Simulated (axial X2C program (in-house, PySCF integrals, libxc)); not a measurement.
Relativistic diatomic calculation, with input and output: InAl⁺

- system: InAl⁺. The reference is closed-shell InAl; the roots are the vertical energies to take an electron from it, which leaves states of InAl⁺. The distance is the PBE0 minimum at charge 0.
- method: EOM-IP-CCSD, two-component X2C with atomic mean-field Coulomb and Gaunt terms, In dyall-cv3z, Al dyall-v3z (cores contracted) (axial X2C program (in-house, PySCF integrals, libxc))

### Results in brief

- outcome: converged
- HF energy of the reference InAl: −6118.14002 hartree
- MP2 energy of the reference InAl: −6118.69270 hartree
- CCSD energy of the reference InAl (with the MP2 share of the virtual spinors left out of the coupled-cluster step): −6118.68147 hartree
- CCSD(T) energy of the reference InAl: −6118.69637 hartree
- T1 diagnostic (spinor form; for a closed shell √2 times the usual value): 0.033
- hardware: 1 thread of Arm Neoverse N1, 54 GiB of memory available, shared host
- wall time: 30 s
- peak memory: 0.98 GiB

### The input
```
{"zs": [49, 13], "q": 1, "bas": ["dyall-cv3z", "dyall-v3z"], "r0": 2.68, "eom": "ip", "rq": 0, "thr": -2.0, "nmax": 95, "grid": [1, 0.96, 1.045, 0.92, 1.09, 1.15]}
```

The line is the task of a batch: nuclear charges, charge, bases, a first guess of the distance and further settings. This report covers the levels named above. The log is that of the reference distance 2.643 Å.

Launched within a batch (the task file carries these settings):
```bash
python <driver script> task.json out
```

### Log
```
two-component X2C + atomic mean field  HF
basis functions 178  fitting functions 958  grid points 5084
iter        total energy     max residual
   1      -6117.665238100     1.02e+00
   2      -6118.136270735     1.94e-02
   3      -6118.139241794     3.62e-03
   4      -6118.139513739     1.71e-03
   5      -6118.139628381     9.63e-04
   6      -6118.139722140     8.41e-04
   7      -6118.139830939     6.74e-04
   8      -6118.139969160     3.29e-04
   9      -6118.140013878     9.45e-05
  10      -6118.140017127     1.43e-05
  11      -6118.140017287     8.78e-06
  12      -6118.140017301     4.21e-06
  13      -6118.140017307     2.70e-06
  14      -6118.140017308     1.22e-06
converged
one-electron -8678.77342944  Coulomb 2613.12987311  exact exchange -176.73143899  xc functional 0.00000000  nuclear repulsion 127.53911591  atomic mean-field constant -3.30413790
correlated 16  virtual 232  natural virtual 88  E(MP2) -0.552685305  MP2 remainder -0.059095172
iter   CCSD correlation   residual
   1     -0.464237836   1.78e-01
   2     -0.480343857   8.29e-02
   3     -0.481783733   4.38e-02
   4     -0.481917401   2.20e-02
   5     -0.482337285   1.19e-02
   6     -0.482319461   6.21e-03
   7     -0.482305929   3.33e-03
   8     -0.482352296   2.69e-03
   9     -0.482322586   2.25e-03
  10     -0.482349413   1.60e-03
  11     -0.482344735   8.87e-04
  12     -0.482355559   4.86e-04
  13     -0.482359104   2.69e-04
  14     -0.482359791   1.49e-04
  15     -0.482361332   8.38e-05
  16     -0.482360746   4.50e-05
  17     -0.482361289   2.35e-05
  18     -0.482361426   1.42e-05
  19     -0.482361574   9.51e-06
  20     -0.482361660   6.76e-06
  21     -0.482361665   5.53e-06
(T) -0.014898728983678276  T1 0.0329  D1 0.0795  max T2 0.151
EOM-IP-CCSD roots
2*Omega      energy/Eh   energy/eV  one-particle weight
    1       0.22602021      6.1503      0.958
    1       0.29304651      7.9742      0.001
    1       0.33664928      9.1607      0.841
    1       0.37074297     10.0884      0.000
    3       0.29619607      8.0599      0.000
    3       0.37865872     10.3038      0.000
    3       0.38252576     10.4091      0.000
    5       0.39735257     10.8125      0.000
```

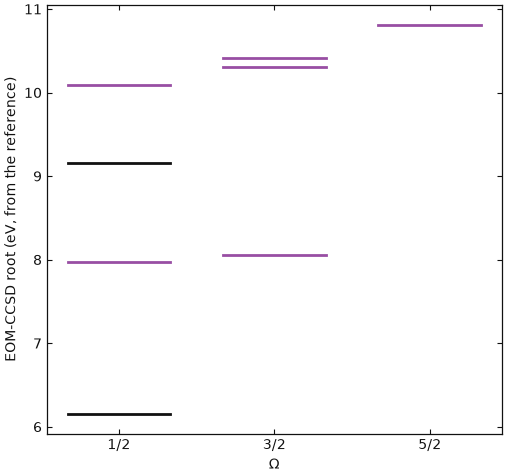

Fig. 1: EOM-CCSD roots by Ω at 2.64 Å; roots whose one-particle weight is under 0.8 have the second colour. The lowest has Ω = 1/2 and lies at 6.150 eV, with one-particle weight 0.96. 6 of the 8 roots are less well described at this level.
